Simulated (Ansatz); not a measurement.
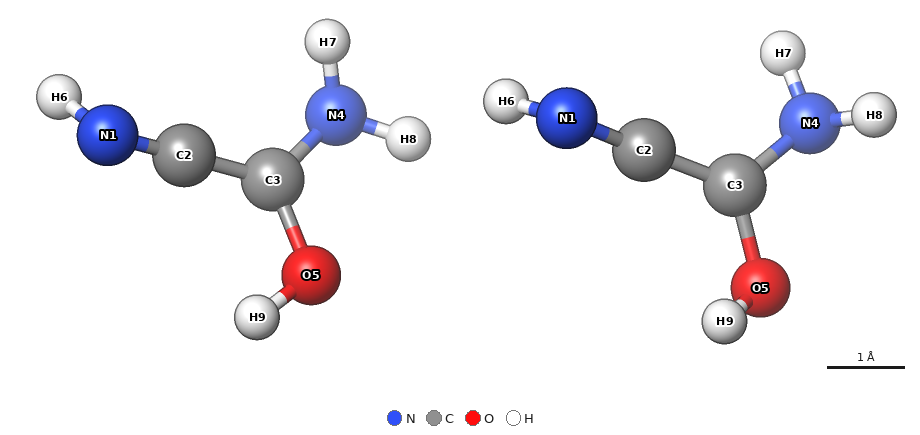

Two geometries of C2H4N2O (coarse preliminary run), drawn at one scale. One is the start of a relaxation, the other its converged end. A ball-and-stick model, seen at a tilt.

These are results of RKS PBE-D4/def2-SVP (Ansatz 0.2.0), not measurements. Settings: force threshold 0.03 eV/Å; at most 200 steps.

Question: Which geometry has the lower energy?

Answer: The right one is the relaxed one. The start comes from a force field. The largest move after the best rigid fit is that of H8, 0.68 Å. By element the largest moves are H 0.68 Å, O 0.35 Å, N 0.25 Å, C 0.09 Å. Some distances before and after: N1–C2 1.127 → 1.253 Å, C3–N4 1.326 → 1.408 Å, O5–H9 1.027 → 0.976 Å, N1–H6 1.090 → 1.043 Å. Bond angles that change, for instance: N1–C2–C3 178.3° → 168.6°, C2–C3–O5 118.8° → 123.9°, H7–N4–H8 114.2° → 110.0°. Groups turn about C3–N4 by about 50°, C3–O5 by about 30°. The energy falls by 1.829 eV in 12 accepted moves (15 points after the start). The largest force component goes from 14 to 0.022 eV/Å. The line search rejected the trial steps at points 8, 10, 12 of the run. The run took about 40 core-seconds on a shared host.
